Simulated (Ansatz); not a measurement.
**VBiO4 (I4_1/a): the gap up the ladder of methods**

Wanted: a ladder of band gaps for VBiO4 (I4_1/a), from density functionals to G0W0.

Calculated with Ansatz 0.2.0; density functionals, hybrids and G0W0, plane waves, PAW.

## 1. The starting structure

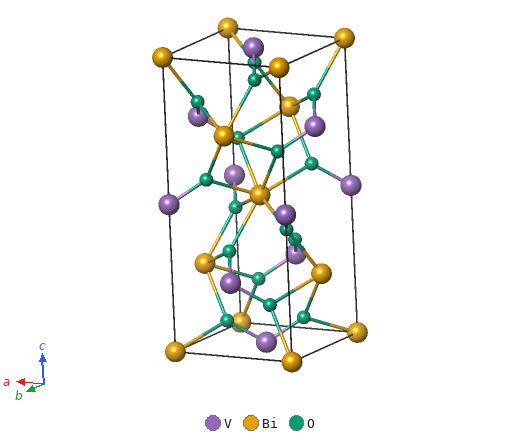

The starting structure, seen from a free direction (vanadium purple, bismuth orange, oxygen teal). This picture shows the conventional cell, with its axes. Some periodic images of atoms are drawn too.

The cell and positions are those that the Materials Project relaxed with its own functionals (PBE, PBE+U or r2SCAN), kept fixed. At the settings of the band run the largest force is still 0.12 eV/Å. Spin-orbit coupling is left out unless a step names it.

The logs state that the PAW files were generated under PBE.

## 2. LDA on the 6×6×6 mesh

This step: DFT, LDA, plane waves, PAW; PAW set soft_1.

input.yaml reads:

```yaml
crystal:
  lattice:
    - [-2.56105292, 2.56105292, 5.7960647]
    - [2.56105292, -2.56105292, 5.7960647]
    - [2.56105292, 2.56105292, -5.7960647]
  atoms:
    - { symbol: V, position: [0.5, 0.5, 0.0] }
    - { symbol: V, position: [0.25, 0.75, 0.5] }
    - { symbol: Bi, position: [0.0, 0.0, 0.0] }
    - { symbol: Bi, position: [0.75, 0.25, 0.5] }
    - { symbol: O, position: [0.17085109, 0.56190276, 0.89100626] }
    - { symbol: O, position: [0.31190276, 0.9208965, 0.89105167] }
    - { symbol: O, position: [0.02984483, 0.42085109, 0.10894833] }
    - { symbol: O, position: [0.6708965, 0.27984483, 0.10899374] }
    - { symbol: O, position: [0.0791035, 0.97015517, 0.39100626] }
    - { symbol: O, position: [0.72015517, 0.82914891, 0.39105167] }
    - { symbol: O, position: [0.57914891, 0.68809724, 0.60899374] }
    - { symbol: O, position: [0.43809724, 0.3291035, 0.60894833] }
kpoints:
  mp_grid: { grid: [6, 6, 6] }
  band_path:
    path:
      - [0.0, 0.0, 0.0]
      - [0.0, 0.0, 0.5]
      - [0.25, 0.25, 0.25]
      - [0.0, 0.5, 0.0]
      - [0.5, 0.5, -0.5]
      - [0.29881021, 0.70118979, -0.29881021]
      - [-0.29881021, 0.29881021, 0.29881021]
      - [-0.09762042, 0.09762042, 0.5]
      - [0.0, 0.0, 0.35]
      - [0.1666666667, -0.1666666667, -0.3333333333]
      - [-0.239048168, 0.239048168, 0.239048168]
    npoints: 1
hamiltonian:
  xc: lda
  pseudopotentials: { kind: paw, azcp: { folder: soft_1 }, xc_functional: pbe }
scf:
  occupations: { method: fixed }
  n_extra_bands: 8
output:
  eigenvalues: true
  forces: true
  stress: true
```

Run with:

```sh
$ ansatz run input.yaml --threads 2 --pin off --max-ram 92160MiB --backend cuda --events-out ev --progress --plain --runs-dir out --devices 1 --max-vram 13GiB
```

Numbers of over 12 decimals in the logs are rounded to 6 here.

What it wrote:

```text
scf.n_extra_bands = 8 over 52 filled bands (N_el = 104.0): the run solves 60 bands
GPUs: using 1 of 1 available (devices: 1).
Engine: ansatz 0.2.0, x86_64-unknown-linux-gnu
Pseudopotentials: kind: paw
Pseudopotential: V, paw, valence charge 13, recommended cutoff 420 eV (normal), soft_1/V.paw.azcp
Pseudopotential: Bi, paw, valence charge 15, recommended cutoff 420 eV (normal), soft_1/Bi.paw.azcp
Pseudopotential: O, paw, valence charge 6, recommended cutoff 420 eV (normal), soft_1/O.paw.azcp
Functional definition: SPW92
  exchange = slater_x
  correlation = pw_c
device memory: the entry about to start is reckoned to put 3.9 GiB on a device that reports 66.2 GiB free (of which the cap on the GPU budget leaves the run 13.0 GiB)
GPU FFT provider: cuFFT
GPU libraries: cuBLAS 13.8.2, cuFFT 12.4.0, cuSOLVER 12.3.4
Crystal: 12 atoms, lattice volume = 152.065 Å³
Basis set: ecut = 420 eV, 2995 PW (Γ)
Bands: 60, of which v1, the nominal top of the filled ones, is band 52 counted from 1 (51 counted from 0)
Symmetry: 8 space group operations
Space group: I41/a (ITA 88), of the structure as read, at distance tolerance 5.3e-5 Å
k-points: 36 of 216
Non-local potential: V, projectors of the file, l = 0: 3, l = 1: 2, l = 2: 3, l = 3: 1
Non-local potential: Bi, projectors of the file, l = 0: 2, l = 1: 2, l = 2: 2, l = 3: 1
Non-local potential: O, projectors of the file, l = 0: 2, l = 1: 2, l = 2: 1
PAW form: soft (Blöchl's): semilocal exchange-correlation on the pseudo side does not see the compensation charge
PAW frozen core: V, regenerated for the run's functional, and the local potential with it (the file was generated under x = pbe(κ = 0.804, μ = 0.219515), c = pbe(β = 0.066725))
PAW frozen core: Bi, regenerated for the run's functional, and the local potential with it (the file was generated under x = pbe(κ = 0.804, μ = 0.219515), c = pbe(β = 0.066725))
PAW frozen core: O, regenerated for the run's functional, and the local potential with it (the file was generated under x = pbe(κ = 0.804, μ = 0.219515), c = pbe(β = 0.066725))
PAW one-centre angular grid: V, 590 points (default); XC on 64 Gauss nodes
PAW one-centre angular grid: Bi, 590 points (default); XC on 64 Gauss nodes
PAW one-centre angular grid: O, 110 points (default); XC on 64 Gauss nodes
Initial density: superposition of atomic densities (chi_scale 0.1, normalization cell, long waves kept (reshape's long-wave potential 0.01 eV rms))
Initial wavefunctions: pseudopotential atomic-orbital guess
GPU buffer pool allocated for 110592 grid points (all kernels)
GPU transforms: local potential and band sums: pruned to the plane-wave sphere, on 45×45×45
Functional: x = slater, c = lda
SCF iter   1: F=—  HF=-34345.335838 eV  |F-HF|=—  |Δ(HF+E_count)|=         —  Δρ=8.28e-2  dr2=1.84e1  ethr=3.10e-3  ⟨swp⟩=4.0  Hψ=6398  notcnv=0  defer=143
preconditioner: auto → Resta (q_TF=auto, 2.561 Å⁻¹)  ε∞=6.1  [insulator: Δε(μ)=1.198 eV  Ē_g=12.458 eV  n_scr=36 (ndim 8)  ℏωp=28.2 eV  f_vac=0.000  ε∞_Penn≈6.1]
SCF iter   2: F=—  HF=-34344.281411 eV  |F-HF|=—  |Δ(HF+E_count)|=    1.05e0  Δρ=8.42e-2  dr2=1.06e1  ethr=3.10e-3  ⟨swp⟩=3.0  Hψ=4705  notcnv=0  defer=150
SCF iter   3: F=—  HF=-34342.664061 eV  |F-HF|=—  |Δ(HF+E_count)|=    1.62e0  Δρ=2.71e-2  dr2=1.36e0  ethr=3.10e-3  ⟨swp⟩=3.0  Hψ=4139  notcnv=0  defer=171
SCF iter   4: F=—  HF=-34342.394244 eV  |F-HF|=—  |Δ(HF+E_count)|=   2.70e-1  Δρ=9.87e-3  dr2=1.63e-1  ethr=1.31e-3  ⟨swp⟩=3.0  Hψ=3545  notcnv=0  defer=129
SCF iter   5: F=—  HF=-34342.373858 eV  |F-HF|=—  |Δ(HF+E_count)|=   2.04e-2  Δρ=2.98e-3  dr2=1.43e-2  ethr=1.57e-4  ⟨swp⟩=2.1  Hψ=2967  notcnv=0  defer=215
SCF iter   6: F=—  HF=-34342.374061 eV  |F-HF|=—  |Δ(HF+E_count)|=   2.03e-4  Δρ=6.03e-4  dr2=7.19e-4  ethr=1.38e-5  ⟨swp⟩=2.0  Hψ=2913  notcnv=0  defer=215
SCF iter   7: F=—  HF=-34342.373855 eV  |F-HF|=—  |Δ(HF+E_count)|=   2.06e-4  Δρ=1.70e-4  dr2=5.87e-5  ethr=6.91e-7  ⟨swp⟩=2.3  Hψ=2746  notcnv=0  defer=208
SCF iter   8: F=—  HF=-34342.374564 eV  |F-HF|=—  |Δ(HF+E_count)|=   7.09e-4  Δρ=8.06e-5  dr2=1.29e-5  ethr=5.65e-8  ⟨swp⟩=2.7  Hψ=4044  notcnv=0  defer=120
SCF iter   9: F=—  HF=-34342.374563 eV  |F-HF|=—  |Δ(HF+E_count)|=   1.12e-6  Δρ=1.11e-5  dr2=2.47e-7  ethr=1.24e-8  ⟨swp⟩=2.0  Hψ=2499  notcnv=0  defer=120
SCF iter  10: F=-34342.374563 eV  HF=-34342.374563 eV  |F-HF|=2.27e-9  |Δ(HF+E_count)|=   2.34e-9  Δρ=1.85e-6  dr2=6.76e-9  ethr=9.62e-11  ⟨swp⟩=10.7  Hψ=9111  notcnv=0
SCF 1 converged in 10 iterations: F = -34342.374563 eV  dr2 = 6.76e-9
[...]
device memory: the entry about to start is reckoned to put 2.5 GiB on a device that reports 66.9 GiB free (of which the cap on the GPU budget leaves the run 13.0 GiB)
NSCF: frozen V_eff on 11 k-points
SCF converged after 10 iterations
Free energy (F): -34342.374563 eV
Harris-Foulkes:  -34342.374563 eV  (|F-HF|=2.27e-9)
Internal energy: -34342.374563 eV  (E = F + TS)
E sigma→0 (E₀):  -34342.374563 eV
Fermi energy:    8.474830 eV
--- Per-component energies (eV) ---
  E_band       = -697.063503
  E_kinetic    = 2421.638581
  E_local      = -7679.918993  (includes V_loc(G=0)·N_el)
  E_nonlocal   = 1427.197974
  E_hartree    = 2881.806661
  E_xc         = -1093.479476
  E_vxc        = -1277.436392  (∫ρ·V_xc dr)
  E_paw        = -24050.493151  (= ΣΔE_a)
  E_vpaw       = -1352.162278  (= ΣTr[D̂ρ^β])
  E_aug_tail   = 0.008680  (compensation charges beyond the density's cutoff)
  E_ewald      = -8250.592868
  E_core_change = 1.458030  (= ΣΔE_core)
  E_smearing   = -0.000000  (= −TS)
  E_closure    = -0.000000  (closes the sum)
  Σ components = -34342.374563   (vs F -34342.374563, Δ=0.00e0)
--- Forces (eV/Å), atoms counted from 1 ---
  atom   1  V     -0.00000000     0.00000000     0.00000000
  atom   2  V      0.00000000     0.00000000     0.00000000
  atom   3  Bi     0.00000000     0.00000000     0.00000000
  atom   4  Bi    -0.00000000     0.00000000     0.00000000
  atom   5  O     -0.20462665     0.34898494     0.24425824
  atom   6  O     -0.34898494    -0.20462665     0.24425824
  atom   7  O      0.34898494     0.20462665     0.24425824
  atom   8  O      0.20462665    -0.34898494     0.24425824
  atom   9  O     -0.20462665     0.34898494    -0.24425824
  atom  10  O     -0.34898494    -0.20462665    -0.24425824
  atom  11  O      0.20462665    -0.34898494    -0.24425824
  atom  12  O      0.34898494     0.20462665    -0.24425824
  max |Σ_I F_I| component: 5.55e-17 eV/Å
--- Stress (GPa, compression-positive) ---
       -6.860383       0.000000       0.000000
       -0.000000      -6.860383       0.000000
        0.000000       0.000000      -6.303149
  P = ⅓ Tr σ = -6.6746 GPa (-66.746 kbar)
--- Band table (eV; the first three rows and the last of 36) ---
  k-point 0: bands = [... 48 lower, 7.4555, 7.7701, 7.7701, 7.9866, 10.7627, 11.2417, 11.5169, 11.7800, ... 4 higher]
  k-point 1: bands = [... 48 lower, 7.5256, 7.6671, 7.8365, 7.9796, 10.8270, 11.1801, 11.3231, 11.4292, ... 4 higher]
  k-point 2: bands = [... 48 lower, 7.3746, 7.5664, 7.8035, 8.4748, 10.8720, 11.1170, 11.1228, 11.5479, ... 4 higher]
  k-point 35: bands = [... 48 lower, 7.4766, 7.4766, 7.7084, 7.7084, 11.3360, 11.3360, 11.4078, 11.4078, ... 4 higher]
```

The job ended after 11 s (1 × NVIDIA H100 80GB HBM3 (shared by 6 runs) with 2 threads of AMD EPYC 7R13 (Zen 3), shared host; peak memory 0.94 GiB).

This step gave:

- pressure: -6.675 GPa
- gap: 2.066 eV
- valence top at: k = (0.000, 0.000, 0.350)
- conduction bottom at: k = (0.167, -0.167, -0.333)
- least direct gap: 2.149 eV

Over mesh and listed points the gap is 2.066 eV, from k = (0.000, 0.000, 0.350) to k = (0.167, -0.167, -0.333). The least direct gap found is 2.149 eV, at k = (0.167, -0.167, -0.333). The pressure in this cell is -7 GPa; the cell is kept.

## 3. PBEsol on the 6×6×6 mesh

This step: DFT, PBEsol, plane waves, PAW; PAW set soft_1.

Changes to input.yaml since step 2:

```diff
@@ -35,3 +35,3 @@
 hamiltonian:
-  xc: lda
+  xc: pbesol
   pseudopotentials: { kind: paw, azcp: { folder: soft_1 }, xc_functional: pbe }
@@ -44 +44,5 @@
   stress: true
+  write_density: true
+  write_potential: true
+  elf: true
+  volumetric_format: npy
```

What it wrote:

```text
[...]
GPUs: using 1 of 1 available (devices: 1).
[...]
GPU FFT provider: cuFFT
GPU libraries: cuBLAS 13.8.2, cuFFT 12.4.0, cuSOLVER 12.3.4
Crystal: 12 atoms, lattice volume = 152.065 Å³
Basis set: ecut = 420 eV, 2995 PW (Γ), exchange–correlation on 96×96×96 points (8 copies of the dense FFT grid, shifted against one another)
Bands: 60, of which v1, the nominal top of the filled ones, is band 52 counted from 1 (51 counted from 0)
Symmetry: 8 space group operations
[...]
k-points: 36 of 216
[...]
GPU buffer pool allocated for 110592 grid points (all kernels)
[...]
SCF iter   1: F=—  HF=-34752.609526 eV  |F-HF|=—  |Δ(HF+E_count)|=         —  Δρ=8.12e-2  dr2=1.75e1  ethr=3.10e-3  ⟨swp⟩=4.0  Hψ=6381  notcnv=0  defer=142
[...]
atom   7  O      0.19667742     0.11807828     0.11990344
  atom   8  O      0.11807828    -0.19667742     0.11990344
  atom   9  O     -0.11807828     0.19667742    -0.11990344
  atom  10  O     -0.19667742    -0.11807828    -0.11990344
  atom  11  O      0.11807828    -0.19667742    -0.11990344
  atom  12  O      0.19667742     0.11807828    -0.11990344
  max |Σ_I F_I| component: 2.78e-17 eV/Å
--- Stress (GPa, compression-positive) ---
       -1.942898       0.000000       0.000000
       -0.000000      -1.942898       0.000000
        0.000000       0.000000      -1.508411
  P = ⅓ Tr σ = -1.7981 GPa (-17.981 kbar)
--- Band table (eV; the first three rows and the last of 36) ---
  k-point 0: bands = [... 48 lower, 7.7331, 8.0231, 8.0231, 8.2421, 11.0561, 11.5282, 11.8014, 12.0706, ... 4 higher]
  k-point 1: bands = [... 48 lower, 7.7793, 7.9226, 8.0890, 8.2572, 11.1198, 11.4709, 11.6136, 11.7140, ... 4 higher]
  k-point 2: bands = [... 48 lower, 7.6289, 7.8292, 8.0564, 8.7536, 11.1628, 11.4073, 11.4164, 11.8343, ... 4 higher]
  k-point 35: bands = [... 48 lower, 7.7364, 7.7364, 7.9608, 7.9608, 11.6225, 11.6225, 11.6936, 11.6936, ... 4 higher]
[key lines of the parts left out:]
SCF converged after 10 iterations
Free energy (F): -34749.998377 eV
Fermi energy:    8.753605 eV
```

Wall time 11 s (1 × NVIDIA H100 80GB HBM3 (shared by 6 runs) with 2 threads); peak memory 1.1 GiB; 14 s of CPU time.

This step gave:

* pressure: -1.798 GPa
* gap: 2.081 eV
* valence top at: k = (0.000, 0.000, 0.350)
* conduction bottom at: k = (0.167, -0.167, -0.333)
* least direct gap: 2.168 eV

Over mesh and listed points the gap is 2.081 eV, from k = (0.000, 0.000, 0.350) to k = (0.167, -0.167, -0.333). The least direct gap found is 2.168 eV, at k = (-0.239, 0.239, 0.239). PBEsol against LDA: 2.081 − 2.066 = +0.015 eV, with the same mesh, files and cutoff, and both edges at the same k points.

## 4. PBE on the 6×6×6 mesh

Levels along a band path and on the mesh show where this functional puts the band edges.

This step: DFT, PBE, plane waves, PAW; PAW set soft_1.

input.yaml, the sections that differ from step 3:

```yaml
kpoints:
  mp_grid: { grid: [6, 6, 6] }
  band_path:
    path:
      - [[0.0, 0.0, 0.0], [0.0, 0.0, 0.5], [0.25, 0.25, 0.25], [0.0, 0.5, 0.0], [0.0, 0.0, 0.0], [0.5, 0.5, -0.5], [0.29881021, 0.70118979, -0.29881021]]
      - [[-0.29881021, 0.29881021, 0.29881021], [0.0, 0.0, 0.0]]
      - [[0.0, 0.0, 0.5], [-0.09762042, 0.09762042, 0.5]]
      - [[0.5, 0.5, -0.09762042], [0.5, 0.5, -0.5]]
    npoints: 10
hamiltonian:
  xc: pbe
  pseudopotentials: { kind: paw, azcp: { folder: soft_1 } }
scf:
  occupations: { method: fermi_dirac, width: 0.02 }
  n_extra_bands: 8
# crystal, output: as in step 3
```

What it wrote:

```text
[...]
GPUs: using 1 of 1 available (devices: 1).
[...]
GPU FFT provider: cuFFT
GPU libraries: cuBLAS 13.8.2, cuFFT 12.4.0, cuSOLVER 12.3.4
Crystal: 12 atoms, lattice volume = 152.065 Å³
Basis set: ecut = 420 eV, 2995 PW (Γ), exchange–correlation on 96×96×96 points (8 copies of the dense FFT grid, shifted against one another)
[...]
k-point 0: bands = [... 48 lower, 7.8972, 8.1674, 8.1674, 8.3825, 11.2351, 11.6957, 11.9458, 12.2140, ... 4 higher]
  k-point 1: bands = [... 48 lower, 7.9287, 8.0670, 8.2315, 8.4142, 11.2993, 11.6398, 11.7685, 11.8662, ... 4 higher]
  k-point 2: bands = [... 48 lower, 7.7774, 7.9783, 8.1993, 8.9023, 11.3292, 11.5809, 11.5874, 11.9879, ... 4 higher]
  k-point 35: bands = [... 48 lower, 7.8878, 7.8878, 8.1048, 8.1048, 11.7742, 11.7742, 11.8535, 11.8535, ... 4 higher]
[key lines of the parts left out:]
SCF converged after 9 iterations
Free energy (F): -35166.499470 eV
Fermi energy:    9.943551 eV
P = ⅓ Tr σ = 4.0687 GPa (40.687 kbar)
```

It took 18 s on 1 × NVIDIA H100 80GB HBM3 (shared by 6 runs) with 2 threads; peak memory 1.1 GiB; 22 s of CPU time.

This step gave:

* pressure: 4.069 GPa
* gap: 2.108 eV
* valence top at: k = (0.000, 0.000, 0.350)
* conduction bottom at: k = (0.167, -0.167, -0.333)
* least direct gap: 2.196 eV

Over mesh and path the gap is 2.108 eV, from k = (0.000, 0.000, 0.350) to k = (0.167, -0.167, -0.333). The least direct gap found is 2.196 eV, at k = (-0.239, 0.239, 0.239). The pressure in this cell is 4 GPa; the cell is kept. PBE against PBEsol: 2.108 − 2.081 = +0.027 eV, with the same mesh, files and cutoff, and both edges at the same k points.

## 5. PBE+SOC on the 6×6×6 mesh

This run has two-component orbitals with spin-orbit coupling.

This step: DFT, PBE with spin-orbit coupling, plane waves, PAW; PAW set soft_1.

Changes to input.yaml since step 4:

```diff
@@ -22,13 +22,23 @@
     path:
-      - [[0.0, 0.0, 0.0], [0.0, 0.0, 0.5], [0.25, 0.25, 0.25], [0.0, 0.5, 0.0], [0.0, 0.0, 0.0], [0.5, 0.5, -0.5], [0.29881021, 0.70118979, -0.29881021]]
-      - [[-0.29881021, 0.29881021, 0.29881021], [0.0, 0.0, 0.0]]
-      - [[0.0, 0.0, 0.5], [-0.09762042, 0.09762042, 0.5]]
-      - [[0.5, 0.5, -0.09762042], [0.5, 0.5, -0.5]]
-    npoints: 10
+      - [0.0, 0.0, 0.0]
+      - [0.0, 0.0, 0.5]
+      - [0.25, 0.25, 0.25]
+      - [0.0, 0.5, 0.0]
+      - [0.5, 0.5, -0.5]
+      - [0.29881021, 0.70118979, -0.29881021]
+      - [-0.29881021, 0.29881021, 0.29881021]
+      - [-0.09762042, 0.09762042, 0.5]
+      - [0.0, 0.0, 0.35]
+      - [0.1666666667, -0.1666666667, -0.3333333333]
+      - [-0.239048168, 0.239048168, 0.239048168]
+    npoints: 1
 hamiltonian:
   xc: pbe
-  pseudopotentials: { kind: paw, azcp: { folder: soft_1 } }
+  pseudopotentials: { kind: paw_fr, azcp: { folder: soft_1 } }
 scf:
-  occupations: { method: fermi_dirac, width: 0.02 }
-  n_extra_bands: 8
+  occupations: { method: fixed }
+  n_extra_bands: 16
+magnetization:
+  noncollinear: true
+  spin_orbit: true
 output:
@@ -37,5 +47 @@
   stress: true
-  write_density: true
-  write_potential: true
-  elf: true
-  volumetric_format: npy
```

What it wrote:

```text
[...]
GPUs: using 1 of 1 available (devices: 1).
[...]
non-collinear run that drives no moment, with spin-orbit: no starting moment large enough to seed its density (crystal.atoms[].spin), no starting occupations that ask for one, no magnetisation constraint and no magnetic field, so the semilocal B_xc is pinned to zero
[...]
k-point 1: bands = [... 100 lower, 8.1798, 8.1798, 8.3916, 8.3916, 11.0628, 11.0628, 11.4932, 11.4932, ... 12 higher]
  k-point 2: bands = [... 100 lower, 8.1537, 8.1537, 8.8870, 8.8870, 11.1071, 11.1071, 11.3504, 11.3504, ... 12 higher]
  k-point 35: bands = [... 100 lower, 8.0532, 8.0532, 8.0532, 8.0532, 11.6539, 11.6539, 11.6539, 11.6539, ... 12 higher]
[key lines of the parts left out:]
SCF converged after 10 iterations
Magnetization: |M| = 0.0000 μB,  M = (+0.0000, +0.0000, +0.0000) μB
Free energy (F): -35249.543912 eV
Fermi energy:    8.886975 eV
P = ⅓ Tr σ = 4.3687 GPa (43.687 kbar)
```

The job ended after 17 s (1 × NVIDIA H100 80GB HBM3 (shared by 6 runs) with 2 threads; peak memory 1.2 GiB; 18 s of CPU time).

Numbers from this step:

```yaml
pressure: 4.369 GPa
gap: 1.974 eV
valence_top_at: k = (0.000, 0.000, 0.350)
conduction_bottom_at: k = (0.167, -0.167, -0.333)
least_direct_gap: 2.068 eV
```

Over mesh and listed points the gap is 1.974 eV, from k = (0.000, 0.000, 0.350) to k = (0.167, -0.167, -0.333). The least direct gap found is 2.068 eV, at k = (-0.239, 0.239, 0.239). The pressure in this cell is 4 GPa; the cell is kept. PBE+SOC against PBE: 1.974 − 2.108 = −0.134 eV, with the same mesh, set of files (read in its fully relativistic form for the spin-orbit run) and cutoff, and both edges at the same k points. The spin-orbit run sees mesh and listed points alone, so its gap is an upper bound: the coupling can move an edge off these points, and the change over the zone, its sign included where it is small, is not known.

(Continued in part 2 of 2.)

[Paths, hosts, dates, memory and timing lines, banners, echoed tables and standing remarks are left out of the program output.]

[Logs are printed without paths, hosts, clocks, repeated set-up lines and the standing remarks that a program may print on its own settings, such as how far it seeks lower states.]

[Runs of the session that timed out or met a known fault of the program may be left out.]

[Cells called generated may have been cut or substituted from an entry of the Crystallography Open Database or the Materials Project.]

[Hosts, paths, dates, database ids (printed as entryN), source tags and the programs' standing remarks are cut or masked in the printed files.]

[Where an RPA ε∞ is given, it is that of the G0W0 mesh and is not shown converged in it. Names of k-points follow the symmetry that the program found, which can be lower than the space group named. Band edges on a path are those of the sampled points; other points can move an edge, and change direct to indirect where valleys lie close.]

[Hybrid gaps are those of their k-mesh and are not shown converged in it.]
